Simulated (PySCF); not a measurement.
# C7H9O (SMILES [CH]=C=CC(=O)CCC) (doublet): what the fields show

The calculation's input:

```
{"job": {"kind": "epr", "basis": "pcH-1"}, "charge": 0, "multiplicity": 2}
C      3.311624     1.075126     0.489525
C      2.752405     0.028255     0.228973
C      2.115290    -1.145142    -0.064838
C      0.677174    -1.295095    -0.122441
O      0.164894    -2.370367    -0.392194
C     -0.129291    -0.045466     0.170040
C     -1.631098    -0.296021     0.089754
C     -2.430829     0.965136     0.385233
H      3.803961     1.974689     0.712166
H      2.714311    -2.021107    -0.271943
H      0.167490     0.727745    -0.544366
H      0.145397     0.315166     1.165497
H     -1.896899    -1.080617     0.800336
H     -1.874942    -0.665983    -0.907670
H     -2.187381     1.750135    -0.328050
H     -3.496925     0.762448     0.320393
H     -2.212178     1.333128     1.385744
```

Launched as:

```sh
OMP_NUM_THREADS=1 python probes_run.py task.json out
```

Geometry: GFN2-xTB.

Computed with UKS B3LYP, pcH-1 on C H O, non-relativistic, mean-field spin-orbit, GIAO in PySCF 2.14.0, density-fitted response routines.

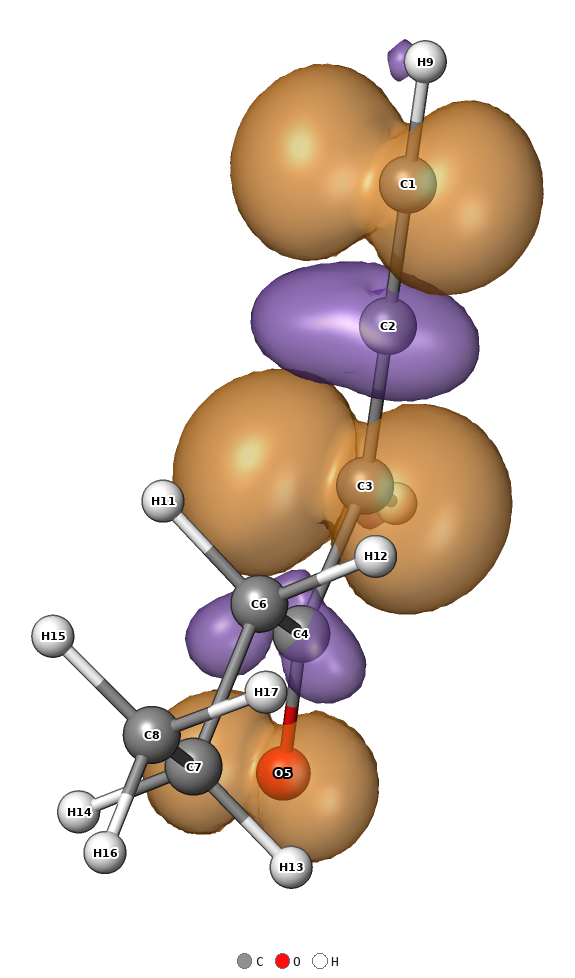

Figure 1. Isosurfaces of the spin density (α minus β) at +0.03 (orange) and −0.03 e/Å³ (purple), seen at an oblique angle.

Describe the spin distribution.

The unpaired spin (1 electron) lies mostly on C3 (about 0.4), C1 (about 0.3) and O5 (about 0.2), in electrons by Hirshfeld's partition.

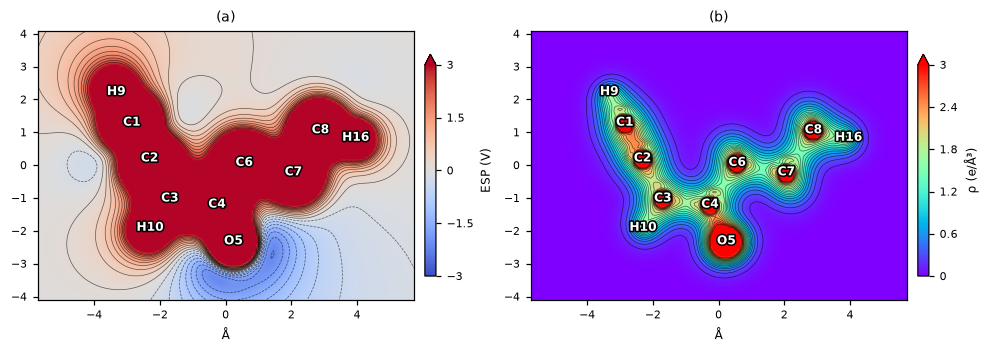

Figure 2. (a) electrostatic potential; (b) electron density on the plane of atoms C7, C8 and H16.

Describe what can be read from this map.

The section cuts through C, O and H sites.
C–C (1.22 Å): ρ is about 2.5 e/Å³ halfway.
C–O (1.22 Å): ρ at the midpoint is about 2.7 e/Å³.
C–H (1.05 Å): ρ is about 1.9 e/Å³ halfway.
C–C (1.37 Å): the density is about 1.9 e/Å³ at the midpoint.
Outside the dense part of the molecule the potential is most negative (−2.2 V) near O5.

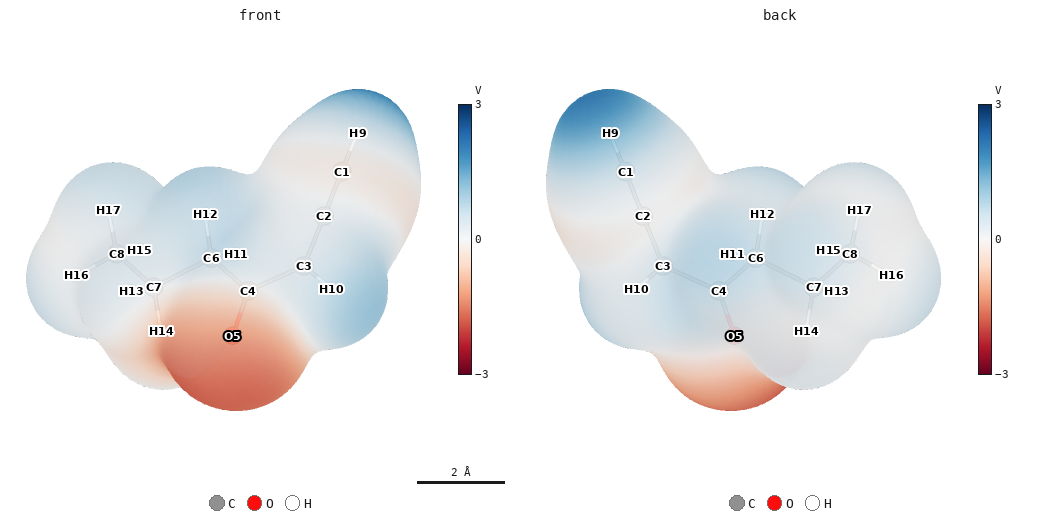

Figure 3. The molecular electrostatic potential painted on the density surface at 0.002 e/bohr³, seen from the front and from behind; red is negative and blue positive.

Describe the electrostatic potential map.

The most negative region (about −1.7 V) lies over O5, the most positive (about +2.0 V) over H9. O5 is the likeliest acceptor of a hydrogen bond.
